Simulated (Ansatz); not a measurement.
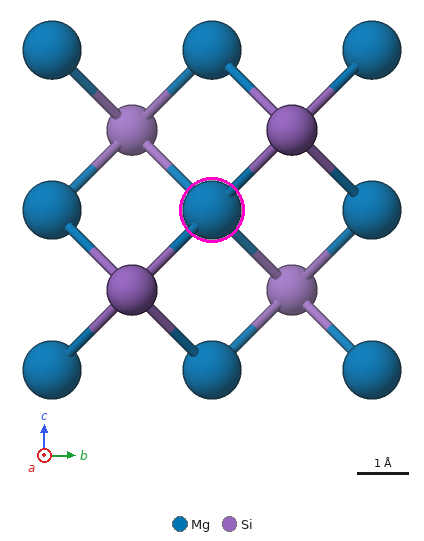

Perfect Mg₂Si. A ball-and-stick model of the atoms within 4.6 Å of one point, in a slice 4.2 Å thick across the line of sight, seen along the a axis.

Theory: Ansatz, DFT, PBEsol, PAW, plane waves. (plane-wave cutoff 420 eV; k-point mesh 1 × 1 × 1; mesh shifted by (0.25, 0.25, 0.25); collinear spin) Fermi-Dirac smearing of 0.01 eV. A uniform background neutralises the charged cell. The axes drawn are those of the host's conventional cell.

A magnesium atom is replaced by copper at the ringed place, in charge state +1. The supercell has 96 sites, and the atoms are relaxed at the host's cell.

### Predict the relaxed surroundings of the defect.

In the host the Mg atom has 4 Si at 2.74 Å, 6 Mg at 3.16 Å; the Cu atom ends with 4 Si at 2.59 to 2.69 Å, 5 Mg at 3.05 to 3.11 Å. Of the host's atoms, a silicon atom moves furthest from its site, by 0.10 Å. The cell's net moment is 1.64 μB.

The relaxed defect, seen from the same direction:

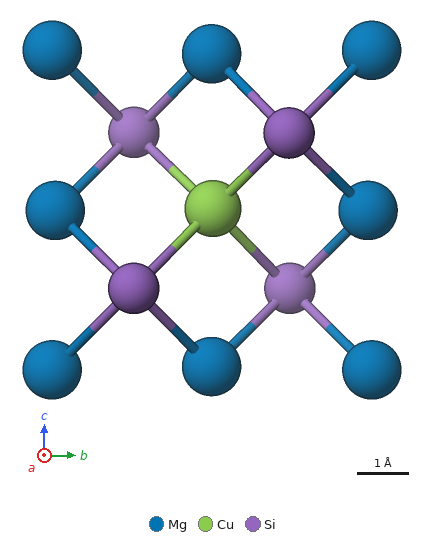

Limits of the set-up: the cell is charged, on a uniform background, and energies carry no finite-size correction.
